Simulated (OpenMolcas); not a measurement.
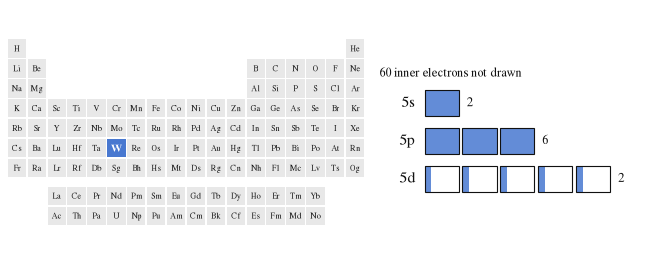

Figure 1. Left, the place of tungsten in the periodic table; right, the outer shells of the leading configuration of the lowest level: a box for each of the 2l + 1 orbitals, shaded by the share of the shell that is filled, with the electron count at the right.

Multiconfigurational calculation for W⁴⁺ complex

W⁴⁺ with 4 ligands (Cl; tetrahedron, 2.37 Å), with no charges around it. Computed at this level: state-averaged CASSCF, active space 2 electrons in the shell 5d, basis ANO-RCC-VDZP on the metal and ANO-RCC-VDZP on the ligands, DKH2 scalar Hamiltonian, spin-orbit coupling by RASSI with atomic mean-field integrals (OpenMolcas).

Input file:
```
&GATEWAY
Coord
5

W 0.0 0.0 0.0
Cl 1.368320 1.368320 1.368320
Cl 1.368320 -1.368320 -1.368320
Cl -1.368320 1.368320 -1.368320
Cl -1.368320 -1.368320 1.368320
Basis=W.ANO-RCC-VDZP,Cl.ANO-RCC-VDZP
Group=NoSym
NoMove
AngMom=0.0 0.0 0.0
AMFI
RICD
&SEWARD
&RASSCF
FileOrb=start.orb
Symmetry=1
Spin=3
nActEl=2 0 0
Inactive=70
Ras2=5
CIRoot=10 10 1
SDav=10
CIMx=300
Iter=150 100
PrWF=0.3
OrbListing=Nothing
MaxOrb=0
LevShft=1.0
>>> COPY $Project.JobIph JOB001
&RASSCF
FileOrb=start.orb
Symmetry=1
Spin=1
nActEl=2 0 0
Inactive=70
Ras2=5
CIRoot=15 15 1
SDav=15
CIMx=300
Iter=150 100
PrWF=0.3
OrbListing=Nothing
MaxOrb=0
LevShft=1.0
>>> COPY $Project.JobIph JOB002
&RASSI
NrOfJobIphs=2 10 15
1 2 3 4 5 6 7 8 9 10
1 2 3 4 5 6 7 8 9 10 11 12 13 14 15
IphNames
JOB001
JOB002
EJob
SpinOrbit
DIPRint=1.0
SOCoupling=1000.0
Subsets=2
Property=9
'ANGMOM' 1 'ANGMOM' 2 'ANGMOM' 3 'MLTPL  1' 1 'MLTPL  1' 2 'MLTPL  1' 3
'AMFI' 1 'AMFI' 2 'AMFI' 3
SOProperty=3
'ANGMOM' 1 'ANGMOM' 2 'ANGMOM' 3
```

The file start.orb holds starting orbitals from an earlier step. A driver script formed the levels outside the program, from RASSI's spin-orbit matrix and the active-space energies, averaged over the components of each term or state.

Hardware: 1 thread of Arm Neoverse V2, 24 GiB of memory available, shared host.

Command:
```bash
OMP_NUM_THREADS=1 MOLCAS_MEM=2457 MOLCAS_PROJECT=a pymolcas a.inp > a.log  # once for each step of the input, in one work folder
```

Output (extracts):
```
--- SEWARD ---
Basis set label: W.ANO-RCC...7S6P4D2F1G.

      Electronic valence basis set:
      ------------------
      Associated Effective Charge  74.000000 au
      Associated Actual Charge     74.000000 au
      Nuclear Model: Point charge

      Shell  nPrim  nBasis  Cartesian Spherical Contaminant
         s      24       7        X
         p      21       6        X
         d      15       4                 X
         f      11       2                 X
         g       4       1                 X
                  Relativistic Douglas-Kroll-Hess integrals:
                    - DKH order of Hamiltonian: 2
                    - DKH order of Properties : 0
                  Atomic mean-field integrals
--- RASSCF ---
Wave function specifications:
      -----------------------------

      Number of closed shell electrons         140
      Number of electrons in active shells       2
      Max number of holes in RAS1 space          0
      Max nr of electrons in RAS3 space          0
      Number of inactive orbitals               70
      Number of active orbitals                  5
      Number of secondary orbitals              65
      Spin quantum number                      1.0
      State symmetry                             1
Orbital specifications:
      -----------------------

      Symmetry species                           1
                                                 a
      Frozen orbitals                            0
      Inactive orbitals                         70
      Active orbitals                            5
      RAS1 orbitals                              0
      RAS2 orbitals                              5
      RAS3 orbitals                              0
      Secondary orbitals                        65
      Deleted orbitals                           0
      Number of basis functions                140
      Number of CSFs                            10
      Number of root(s) required                10
      Iter CI   SX   CI       RASSCF       Energy    max ROT     max BLB   max BLB  Level Ln srch  Step   QN
          iter iter root      energy       change     param      element    value   shift minimum  type update
 Nr of preliminary CI iterations:   1
      Total energies have been shifted. Add               -17000.00 au
        1   1   10    0  -970.24634033    0.00E+00  -9.90E-02   32  93 1  1.82E-01*  1.11   0.00    SX    NO
        2   1   10    0  -970.88555072   -6.39E-01* -4.81E-02   25  77 1 -1.15E-01*  0.88   0.00    SX    NO
        3   1   10    0  -971.14284558   -2.57E-01*  3.50E-02   57  72 1  6.22E-02*  0.72   0.00    SX    NO
        4   1   11    0  -971.22459179   -8.17E-02* -2.01E-02   32 102 1  3.92E-02*  0.71   0.00    SX    NO
        5   1   11    0  -971.24826931   -2.37E-02* -2.85E-02   27  79 1  2.59E-02*  0.71   1.94    QN   YES
        6   1   10    0  -971.26119005   -1.29E-02*  1.39E-02   25  77 1 -1.47E-02*  0.73   1.15    QN   YES
        7   1    9    0  -971.26267485   -1.48E-03*  7.14E-03   32 102 1 -6.00E-03*  0.72   1.21    QN   YES
        8   1    9    0  -971.26298531   -3.10E-04*  4.11E-03   34 104 1 -2.08E-03*  0.72   1.59    LS   YES
        9   1    9    0  -971.26303436   -4.90E-05* -1.64E-03   37 105 1 -1.07E-03*  0.72   1.02    QN   YES
       10   1    8    0  -971.26308329   -4.89E-05* -9.84E-04   33 103 1  5.30E-04*  0.72   1.61    LS   YES
       11   1    8    0  -971.26309137   -8.08E-06*  3.09E-04   34 104 1  7.43E-04*  0.72   1.01    QN   YES
       12   1    7    0  -971.26309776   -6.40E-06*  3.56E-04   34  95 1 -3.29E-04*  0.72   2.16    LS   YES
       13   1    7    0  -971.26310033   -2.56E-06*  1.22E-04   17 103 1 -5.57E-04*  0.72   1.00    QN   YES
       14   1    7    0  -971.26310170   -1.37E-06*  1.25E-04   33 103 1 -1.90E-04*  0.72   2.02    LS   YES
       15   1    7    0  -971.26310218   -4.79E-07* -1.22E-04   18 104 1  3.87E-04*  0.72   1.02    QN   YES
       16   1    6    0  -971.26310251   -3.33E-07* -7.27E-05   17 103 1  1.36E-04*  0.72   1.60    LS   YES
       17   1    6    0  -971.26310257   -5.51E-08* -4.01E-05   34 104 1  1.03E-04*  0.72   1.06    QN   YES
       18   1    6    0  -971.26310261   -4.03E-08* -3.81E-05   33 103 1  3.42E-05   0.72   1.95    LS   YES
       19   1    6    0  -971.26310261   -7.77E-09  -1.46E-05   17 103 1 -4.28E-05   0.72   0.78    QN   YES
      Convergence after 19 iterations
       20   1    6    0  -971.26310262   -8.64E-09  -1.46E-05   34 104 1 -1.20E-05   0.72   0.78    QN   YES
      Natural orbitals and occupation numbers for root  1
      sym 1:   0.000000   0.000000   1.000000   0.000000   1.000000
      Natural orbitals and occupation numbers for root  2
      sym 1:  -0.000000   0.745520   0.254480   0.254480   0.745520
      Natural orbitals and occupation numbers for root  3
      sym 1:   0.247320   0.000000   0.752680   0.752680   0.247320
::    RASSCF root number  1 Total energy: -17971.32616978
::    RASSCF root number  2 Total energy: -17971.28236795
::    RASSCF root number  3 Total energy: -17971.28236795
::    RASSCF root number  4 Total energy: -17971.28236795
::    RASSCF root number  5 Total energy: -17971.26108406
::    RASSCF root number  6 Total energy: -17971.26108406
::    RASSCF root number  7 Total energy: -17971.26108406
::    RASSCF root number  8 Total energy: -17971.22483347
::    RASSCF root number  9 Total energy: -17971.22483347
::    RASSCF root number 10 Total energy: -17971.22483347
--- RASSCF ---
Wave function specifications:
      -----------------------------

      Number of closed shell electrons         140
      Number of electrons in active shells       2
      Max number of holes in RAS1 space          0
      Max nr of electrons in RAS3 space          0
      Number of inactive orbitals               70
      Number of active orbitals                  5
      Number of secondary orbitals              65
      Spin quantum number                      0.0
      State symmetry                             1
Orbital specifications:
      -----------------------

      Symmetry species                           1
                                                 a
      Frozen orbitals                            0
      Inactive orbitals                         70
      Active orbitals                            5
      RAS1 orbitals                              0
      RAS2 orbitals                              5
      RAS3 orbitals                              0
      Secondary orbitals                        65
      Deleted orbitals                           0
      Number of basis functions                140
      Number of CSFs                            15
      Number of root(s) required                15
      Iter CI   SX   CI       RASSCF       Energy    max ROT     max BLB   max BLB  Level Ln srch  Step   QN
          iter iter root      energy       change     param      element    value   shift minimum  type update
 Nr of preliminary CI iterations:   1
      Total energies have been shifted. Add               -17000.00 au
        1   1    9    0  -971.22521964    0.00E+00  -6.60E-03   73  98 1 -4.21E-03*  0.70   0.00    SX    NO
        2   1    9    0  -971.22551822   -2.99E-04*  3.26E-03   63  73 1 -2.94E-03*  0.70   0.00    SX    NO
        3   1    9    0  -971.22561710   -9.89E-05*  1.84E-03   63  73 1 -1.87E-03*  0.70   0.00    SX    NO
        4   1    8    0  -971.22565397   -3.69E-05*  9.58E-04   63  73 1 -1.32E-03*  0.70   0.00    SX    NO
        5   1    8    0  -971.22566874   -1.48E-05*  1.42E-03   63  73 1 -8.51E-04*  0.70   2.50    LS   YES
        6   1    8    0  -971.22567799   -9.26E-06*  4.37E-04   54  77 1 -1.22E-03*  0.70   1.11    QN   YES
        7   1    8    0  -971.22567926   -1.26E-06*  1.97E-04   54  77 1  8.24E-04*  0.70   0.71    QN   YES
        8   1    7    0  -971.22567984   -5.87E-07* -1.36E-04   59  92 1 -1.48E-04*  0.70   1.34    QN   YES
        9   1    6    0  -971.22567997   -1.22E-07* -8.45E-05   59  92 1 -7.70E-05   0.70   1.62    LS   YES
       10   1    6    0  -971.22567998   -9.30E-09  -2.83E-05   54  77 1 -1.52E-04*  0.70   0.67    QN   YES
       11   1    5    0  -971.22568000   -1.86E-08* -2.54E-05   54  77 1 -3.11E-05   0.70   1.40    QN   YES
       12   1    5    0  -971.22568000   -2.34E-09  -3.81E-05   54  77 1  1.58E-05   0.70   2.50    LS   YES
      Convergence after 12 iterations
       13   1    5    0  -971.22568000    2.64E-09  -3.81E-05   54  77 1  8.61E-05   0.70   2.50    LS   YES
      Natural orbitals and occupation numbers for root  1
      sym 1:   0.009152   0.001747   0.985102   0.018897   0.985102
      Natural orbitals and occupation numbers for root  2
      sym 1:   0.018116   0.000967   0.985102   0.010712   0.985102
      Natural orbitals and occupation numbers for root  3
      sym 1:   0.071862   0.071862   0.892207   0.071862   0.892207
::    RASSCF root number  1 Total energy: -17971.28488282
::    RASSCF root number  2 Total energy: -17971.28488282
::    RASSCF root number  3 Total energy: -17971.25525323
::    RASSCF root number  4 Total energy: -17971.24199976
::    RASSCF root number  5 Total energy: -17971.24199976
::    RASSCF root number  6 Total energy: -17971.24199976
::    RASSCF root number  7 Total energy: -17971.23582570
::    RASSCF root number  8 Total energy: -17971.23582570
::    RASSCF root number  9 Total energy: -17971.23582570
::    RASSCF root number 10 Total energy: -17971.20497278
::    RASSCF root number 11 Total energy: -17971.20497278
::    RASSCF root number 12 Total energy: -17971.19294155
::    RASSCF root number 13 Total energy: -17971.19294155
::    RASSCF root number 14 Total energy: -17971.19294155
::    RASSCF root number 15 Total energy: -17971.13793451
--- RASSI ---
SPIN-FREE ENERGIES:
  (Shifted by EMIN (a.u.) =     -17971.3261697870)

 SF State       Relative EMIN(au)   Rel lowest level(eV)    D:o, cm**(-1)

     1             0.0000000000        0.0000000000              0.0000
    11             0.0412869655        1.1234755661           9061.4415
    12             0.0412869655        1.1234755661           9061.4415
     4             0.0438018300        1.1919085134           9613.3905
     2             0.0438018300        1.1919085134           9613.3905
     3             0.0438018300        1.1919085134           9613.3905
     7             0.0650857296        1.7710729286          14284.6665
     5             0.0650857296        1.7710729286          14284.6665
     6             0.0650857296        1.7710729286          14284.6665
    13             0.0709165604        1.9297379162          15564.3860
    14             0.0841700300        2.2903831980          18473.1863
    15             0.0841700300        2.2903831980          18473.1863
    16             0.0841700300        2.2903831980          18473.1863
    17             0.0903440935        2.4583880232          19828.2366
    18             0.0903440935        2.4583880232          19828.2366
    19             0.0903440935        2.4583880232          19828.2366
     8             0.1013363189        2.7575017130          22240.7512
     9             0.1013363189        2.7575017130          22240.7512
    10             0.1013363189        2.7575017130          22240.7512
    20             0.1211970097        3.2979386430          26599.6690
    21             0.1211970097        3.2979386430          26599.6690
    22             0.1332282397        3.6253250902          29240.2188
    23             0.1332282397        3.6253250902          29240.2188
    24             0.1332282397        3.6253250902          29240.2188
    25             0.1882352761        5.1221428018          41312.8678
     Dipole printing threshold changed to   1.00000000E+00

++ Dipole transition strengths (spin-free states):
   -----------------------------------------------
     for osc. strength at least  1.00000000E+00

  ( Max oscillator strength is only    6.4784859988973311E-003 )
--
Eigenvalues of complex Hamiltonian:
   -----------------------------------
  (Shifted by EMIN (a.u.) =     -17971.3261697870)

 SO State       Relative EMIN(au)   Rel lowest level(eV)    D:o, cm**(-1)

     1            -0.0069524464        0.0000000004              0.0000
     2            -0.0069524464        0.0000000000              0.0000
     3            -0.0069524464        0.0000000006              0.0000
     4             0.0210949638        0.7632089124           6155.6950
     5             0.0210949638        0.7632089126           6155.6950
     6             0.0402055708        1.2832350216          10349.9884
     7             0.0419670670        1.3311677736          10736.5922
     8             0.0419670670        1.3311677734          10736.5922
     9             0.0419670670        1.3311677746          10736.5922
    10             0.0430080801        1.3594951837          10965.0681
    11             0.0430080802        1.3594951854          10965.0682
    12             0.0430080801        1.3594951844          10965.0681
    13             0.0531085097        1.6343418734          13181.8562
    14             0.0531085097        1.6343418736          13181.8562
    15             0.0547461713        1.6789049174          13541.2814
    16             0.0628685495        1.8999260882          15323.9373
    17             0.0628685496        1.8999260888          15323.9373
    18             0.0628685495        1.8999260874          15323.9373
    19             0.0664871719        1.9983938177          16118.1331
    20             0.0664871719        1.9983938179          16118.1331
    21             0.0676669835        2.0304981272          16377.0719
    22             0.0676669835        2.0304981271          16377.0719
    23             0.0676669834        2.0304981263          16377.0719
    24             0.0783713270        2.3217781536          18726.4037
    25             0.0783713270        2.3217781549          18726.4037
    26             0.0783713271        2.3217781557          18726.4037
    27             0.0804273021        2.3777240850          19177.6381
    28             0.0878545601        2.5798300736          20807.7328
    29             0.0878545601        2.5798300717          20807.7328
    30             0.0878545601        2.5798300720          20807.7328
    31             0.1012302974        2.9438024257          23743.3678
    32             0.1056346074        3.0636498065          24710.0021
    33             0.1056346074        3.0636498059          24710.0021
    34             0.1056346074        3.0636498070          24710.0021
    35             0.1069400529        3.0991727877          24996.5143
    36             0.1069400529        3.0991727879          24996.5143
    37             0.1113826050        3.2200607905          25971.5418
    38             0.1113826051        3.2200607916          25971.5418
    39             0.1113826052        3.2200607946          25971.5418
    40             0.1250771555        3.5927084923          28977.1482
    41             0.1250771555        3.5927084929          28977.1482
Weights of the five most important spin-orbit-free states for each spin-orbit state.

 SO State  Total energy (au)           Spin-free states, spin, and weights
 -------------------------------------------------------------------------------------------------------
    1        -0.006952       1 1.0  0.8721    4 1.0  0.0531    3 1.0  0.0417   15 0.0  0.0149    2 1.0  0.0118
    2        -0.006952       1 1.0  0.8721    2 1.0  0.0445    4 1.0  0.0342    3 1.0  0.0279   16 0.0  0.0162
    3        -0.006952       1 1.0  0.8721    2 1.0  0.0503    3 1.0  0.0370    4 1.0  0.0193   14 0.0  0.0164
    4         0.021095      12 0.0  0.4422    3 1.0  0.1389    4 1.0  0.1191    2 1.0  0.1041    7 1.0  0.0891
    5         0.021095      11 0.0  0.4422    2 1.0  0.1373    4 1.0  0.1223    3 1.0  0.1025    6 1.0  0.0870
    6         0.040206       4 1.0  0.3333    2 1.0  0.3333    3 1.0  0.3333    6 1.0  0.0000    5 1.0  0.0000
    7         0.041967       4 1.0  0.3702    3 1.0  0.3542    1 1.0  0.1113    5 1.0  0.0565    6 1.0  0.0281
    8         0.041967       4 1.0  0.3655    2 1.0  0.3543    1 1.0  0.1113    6 1.0  0.0508    5 1.0  0.0284
    9         0.041967       2 1.0  0.3701    3 1.0  0.3656    1 1.0  0.1113    7 1.0  0.0608    6 1.0  0.0242
   10         0.043008       3 1.0  0.4949    2 1.0  0.2598    4 1.0  0.1807    5 1.0  0.0235    7 1.0  0.0187
   11         0.043008       4 1.0  0.5958    2 1.0  0.2677    3 1.0  0.0720    5 1.0  0.0240    6 1.0  0.0209
   12         0.043008       2 1.0  0.4079    3 1.0  0.3686    4 1.0  0.1590    7 1.0  0.0262    6 1.0  0.0213
```

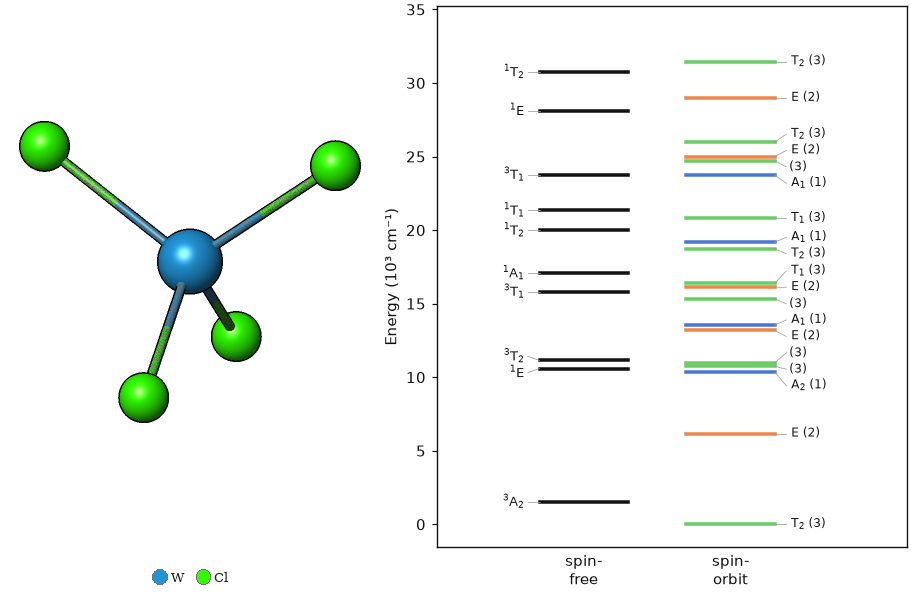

Figure 2. W⁴⁺ (5d²) with 4 ligands, Cl⁻, at 2.37 Å (arrangement: tetrahedron, Td), and its levels. Labels give the representation in O, Td, D4 or D3 as the site allows (double group for half-integer spin) where it could be assigned and, in brackets, the degeneracy; spin-free states, where drawn, share the zero of the spin-orbit levels. The ground level is T₂, 3-fold degenerate, 98 % from states of spin multiplicity 3. The next level lies at 6,160 cm⁻¹ (E). The lowest spin-free state is ³A₂; of the same spin there follow at 9,610 cm⁻¹ (³T₂), 14,300 cm⁻¹ (³T₁) and 22,200 cm⁻¹ (³T₁) above it. The active orbitals hold 71 to 85 % metal character (Löwdin), and the Mulliken charge of the metal is +1.18.

Results in brief:

- outcome: converged
- energy of the lowest spin-free term: −17971.32617 hartree
- energy of the lowest spin-orbit level: −17971.33312 hartree
- largest spread among components of a term: 0.0 cm⁻¹
- wall time: 53 s
- peak memory: 0.6 GiB

Notes:

Without dynamic correlation the splittings between terms come out too large, often by 20 to 50 %. Caveats: covalent bonds, ligand orbitals missing from the active space; distances are set from ionic radii, not optimised.
